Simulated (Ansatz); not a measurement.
**HF/6-311+G(d,p) run of BSiH4OF (SMILES FBO[SiH3])**

What is the vertical singlet–triplet gap of BSiH4OF at HF/6-311+G**? 

The results are computed with Ansatz 0.2.0.

67 further runs of the same task are left out: 67 set aside as unsound or not needed.

## (1) The system as given

BSiH4OF: 8 atoms, total charge 0, spin state singlet. SMILES: `FBO[SiH3]`. The coordinates come from a PBE0-D4/def2-TZVP relaxation. This is one conformer, not always the lowest.

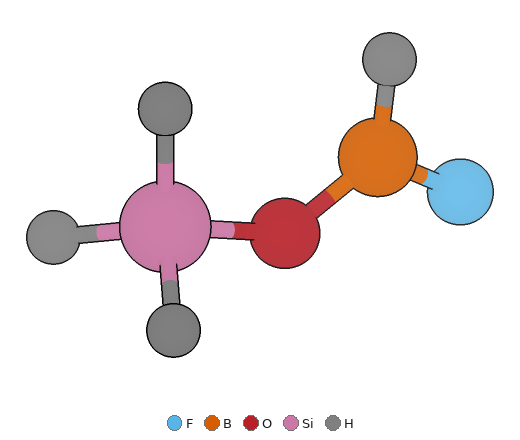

Viewed from a chosen angle; fluorine blue, boron orange, oxygen red, silicon pink, hydrogen grey.

## (2) The energy at HF/6-311+G(d,p)

File molecule.yaml:

```yaml
crystal:
  periodic: [false, false, false]
  atoms:
    - {symbol: F, position_ang: [-1.599400, -1.699200, 1.426100]}
    - {symbol: B, position_ang: [-0.685400, -0.787600, 1.133000]}
    - {symbol: O, position_ang: [-0.487500, -0.477100, -0.157600]}
    - {symbol: Si, position_ang: [0.521000, 0.572800, -0.945400]}
    - {symbol: H, position_ang: [-0.075300, -0.278500, 2.029800]}
    - {symbol: H, position_ang: [-0.317100, 1.531000, -1.702400]}
    - {symbol: H, position_ang: [1.370700, 1.295700, 0.034600]}
    - {symbol: H, position_ang: [1.365000, -0.214300, -1.873700]}
basis:
  gaussian:
    orbitals: 6-311+G_st__st_-spherical.json
accuracy: high
hamiltonian:
  xc: hf
output:
  orbitals: {seedname: orbitals}
total_charge: 0
```

The basis set 6-311+G** is read from a file made from the Basis Set Exchange's data (not shown).

Launch:

```
$ ansatz run molecule.yaml --threads 1 --pin off --max-ram 3480MiB --events-out events.jsonl --progress --plain --runs-dir runs
```

What it wrote:

```text
Warning: RAYON_NUM_THREADS=1 ignored (pool sized by the plan → 1); use --threads N
Functional definition: HF
  name "HF"
  exchange = exact_x
  correlation = 0
2291 factors; integrals over basis functions are off by at most 4.1e-9 eV
mean field evaluation 1: about -13342.5249 eV, gradient 4.2e1 eV
mean field evaluation 2: about -13342.5827 eV, gradient 4.2e1 eV
mean field evaluation 4: about -13346.0454 eV, gradient 3.1e0 eV
mean field evaluation 8: about -13346.0853 eV, gradient 2.1e-1 eV
mean field -13346.08546338 eV, -490.4595944777 hartree, gradient 9.4e-8 eV, S^2 0.000000; 0 other end points of the search recorded, 0 dependent functions left out
reference -13346.08546338 eV, -490.4595944777 hartree; 20, 20 occupied and 100, 100 virtual orbitals, 2291 factors
Total energy: -13346.08546338 eV, -490.4595944777 hartree
```

It took 4.5 s on 1 thread of Arm Neoverse V1, shared host; peak memory 0.35 GiB.

## (3) The triplet at the same level

File job.yaml:

```yaml
crystal:
  periodic: [false, false, false]
  atoms:
    - {symbol: F, position_ang: [-1.599400, -1.699200, 1.426100]}
    - {symbol: B, position_ang: [-0.685400, -0.787600, 1.133000]}
    - {symbol: O, position_ang: [-0.487500, -0.477100, -0.157600]}
    - {symbol: Si, position_ang: [0.521000, 0.572800, -0.945400]}
    - {symbol: H, position_ang: [-0.075300, -0.278500, 2.029800]}
    - {symbol: H, position_ang: [-0.317100, 1.531000, -1.702400]}
    - {symbol: H, position_ang: [1.370700, 1.295700, 0.034600]}
    - {symbol: H, position_ang: [1.365000, -0.214300, -1.873700]}
basis:
  gaussian: {orbitals: 6-311+G_st__st_-spherical.json}
hamiltonian: {xc: hf}
output: {orbitals: {seedname: orbitals}}
magnetization: {spin_polarized: true, initial_magnetization: 2}
accuracy: high
```

The basis set 6-311+G** is read from a file made from the Basis Set Exchange's data (not shown).

Launch:

```
$ ansatz run job.yaml --threads 1 --pin off --max-ram 3480MiB --events-out events.jsonl --progress --plain --runs-dir runs
```

What it wrote:

```text
Warning: RAYON_NUM_THREADS=1 ignored (pool sized by the plan → 1); use --threads N
[... 4 set-up lines as earlier in the session ...]
2291 factors; integrals over basis functions are off by at most 4.1e-9 eV
mean field evaluation 1: about -13333.1393 eV, gradient 3.1e1 eV
mean field evaluation 2: about -13333.1445 eV, gradient 3.1e1 eV
mean field evaluation 4: about -13337.5386 eV, gradient 3.7e0 eV
mean field evaluation 8: about -13337.8232 eV, gradient 4.6e-1 eV
mean field evaluation 16: about -13337.8457 eV, gradient 3.8e-2 eV
mean field evaluation 32: about -13337.8460 eV, gradient 1.6e-4 eV
mean field evaluation 64: about -13337.7226 eV, gradient 3.2e-1 eV
mean field evaluation 96: about -13337.7249 eV, gradient 1.4e0 eV
mean field evaluation 128: about -13337.5364 eV, gradient 1.1e0 eV
mean field evaluation 160: about -13336.7248 eV, gradient 2.9e-1 eV
mean field evaluation 192: about -13337.5575 eV, gradient 2.9e-1 eV
mean field evaluation 224: about -13337.1756 eV, gradient 5.5e-1 eV
mean field evaluation 256: about -13338.1666 eV, gradient 3.6e-2 eV
mean field evaluation 288: about -13337.3077 eV, gradient 7.5e-1 eV
mean field evaluation 320: about -13338.1669 eV, gradient 8.0e-7 eV
mean field evaluation 352: about -13338.1964 eV, gradient 2.0e-1 eV
mean field evaluation 384: about -13335.7750 eV, gradient 1.5e1 eV
mean field evaluation 416: about -13338.1944 eV, gradient 8.6e-1 eV
mean field evaluation 448: about -13337.7330 eV, gradient 8.5e-1 eV
mean field evaluation 480: about -13335.8938 eV, gradient 5.8e0 eV
mean field evaluation 512: about -13333.8972 eV, gradient 6.9e0 eV
mean field -13338.23610297 eV, -490.1711358029 hartree, gradient 3.8e-8 eV, S^2 2.020088; 8 other end points of the search recorded, 0 dependent functions left out
reference -13338.23610297 eV, -490.1711358029 hartree; 21, 19 occupied and 99, 101 virtual orbitals, 2291 factors
Total energy: -13338.23610297 eV, -490.1711358029 hartree
```

Wall time 59 s (1 thread of Arm Neoverse V1, shared host); peak memory 0.44 GiB.

## (4) Outcome

At HF/6-311+G**:

| quantity | value |
| --- | --- |
| singlet: total energy | -490.45959 Eh |
| singlet: HOMO energy | -13.05 eV |
| singlet: LUMO energy | 1.51 eV |
| singlet: HOMO–LUMO gap | 14.57 eV |
| triplet: total energy | -490.17114 Eh |
| triplet: HOMO energy (highest over α and β) | -4.57 eV |
| triplet: LUMO energy (lowest over α and β) | -2.87 eV |
| triplet: ⟨S²⟩ | 2.020 |
| vertical energy of the triplet above the singlet | 7.849 eV |

At this shape the triplet lies 7.85 eV (181 kcal/mol) above the singlet.
